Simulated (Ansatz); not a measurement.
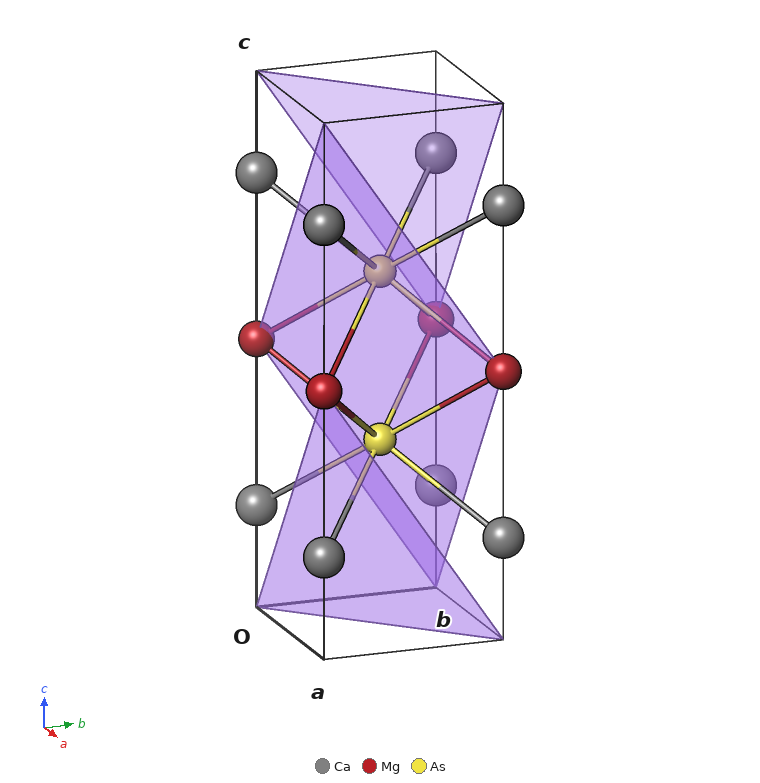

For Ca₂MgAs₂, coordinates from a relaxation with Ansatz 0.2.0, DFT PBE, scalar-relativistic, plane waves, PAW; the starting structure was generated, so it need not be a known form of this composition: every member of one family of equally spaced planes, hx + ky + lz = a whole number, that cuts the unit cell is shaded (one member passes through the origin O). All values are computed from the atomic coordinates in the standard setting (tolerance 0.002 Å).

a = 3.602 Å, b = 3.602 Å, c = 10.540 Å, α = 90.00°, β = 90.00°, γ = 90.00°.

Q: What are the Miller indices?

A: (1 −1 −2); the opposite sign names the same planes. The member next to the origin meets the axes a at 1, b at −1, c at −1/2.

Q: What is the spacing?

A: d = 2.293 Å.

Q: Which atoms of the cell lie in these planes (within 0.03 Å)?

A: The Mg atom.

Q: The space group is P4/mmm, No. 123. How many reflections hkl are equivalent to this one (itself included), and does it occur?

A: 8 reflections are equivalent in the Laue class 4/mmm. The space group allows the reflection.
